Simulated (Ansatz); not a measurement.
## Single-point calculation, with input and output: CH2FTe (charge −1)

CH2FTe, charge −1, computed with RKS B3LYP-D4/def2-TZVPPD (Ansatz 0.2.0).

The geometry comes from this level: PBE0-D4/def2-TZVPD.

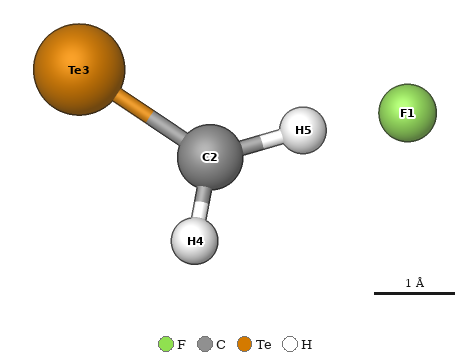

Fig. 1: The structure (ball-and-stick view, seen at a tilt; atoms are numbered from 1 in the order of the input). Bond lengths as drawn: C–H 1.09 to 1.22 Å and C–Te 1.97 Å.

Results in brief:

- outcome: converged
- total energy: −11084.0175 eV
- mean-field energy: −11083.8783 eV
- dispersion energy: −0.1392 eV
- SCF solution under orbital rotations: stable
- hardware: 2 threads of Arm Neoverse V1, 23 GiB of memory available, shared host
- wall time: 2.9 s (CPU time 5.5 s)
- peak memory: 0.32 GiB

The input:
```yaml
crystal:
  periodic: [false, false, false]
  atoms:
    - {symbol: F, position_ang: [1.610502, 1.360933, -0.119774]}
    - {symbol: C, position_ang: [-0.166289, -0.459682, 0.078548]}
    - {symbol: Te, position_ang: [-1.975817, -0.475072, 0.868505]}
    - {symbol: H, position_ang: [0.124752, -1.420526, -0.356651]}
    - {symbol: H, position_ang: [0.634762, 0.457151, 0.019889]}
basis:
  gaussian: {orbitals: "def2-TZVPPD.json"}
total_charge: -1
hamiltonian: {xc: {name: B3LYP}, dispersion: d4}
```

Launched with:
```bash
ansatz run in.yaml --threads 2 --pin off --events-out ev --progress --plain --max-ram 4352MiB
```

What the program printed:
```
Functional definition: B3LYP
  name "B3LYP"
  cite "Stephens, Devlin, Chabalowski & Frisch, J. Phys. Chem. 98, 11623 (1994) doi:10.1021/j100096a001"
  cite "Becke, Phys. Rev. A 38, 3098 (1988) doi:10.1103/PhysRevA.38.3098"
  cite "Lee, Yang & Parr, Phys. Rev. B 37, 785 (1988) doi:10.1103/PhysRevB.37.785"
  cite "Vosko, Wilk & Nusair, Can. J. Phys. 58, 1200 (1980) doi:10.1139/p80-159"
  parameter a0 = 0.2
  parameter ax = 0.72
  parameter ac = 0.81
  exchange = (1 - a0 - ax)*slater_x + ax*b88_x + a0*exact_x
  correlation = (1 - ac)*vwn_rpa_c + ac*lyp_c
966 factors; their error is unknown
mean field evaluation 1: about -11081.3715 eV, gradient 3.1e1 eV
mean field evaluation 2: about -11072.6732 eV, gradient 6.0e1 eV
mean field evaluation 4: about -11083.7388 eV, gradient 2.4e0 eV
mean field evaluation 8: about -11083.7462 eV, gradient 1.4e-1 eV
mean field evaluation 16: about -11083.8781 eV, gradient 6.5e-4 eV
mean field -11083.87806016 eV, -407.3250057886 hartree, gradient 1.8e-5 eV, S^2 0.000000; 0 other end points of the search recorded, 0 dependent functions left out
reference -11083.87830759 eV, -407.3250148815 hartree; 21, 21 occupied and 149, 149 virtual orbitals, 966 factors
Total energy: -11084.01748785 eV, -407.3301296614 hartree
```
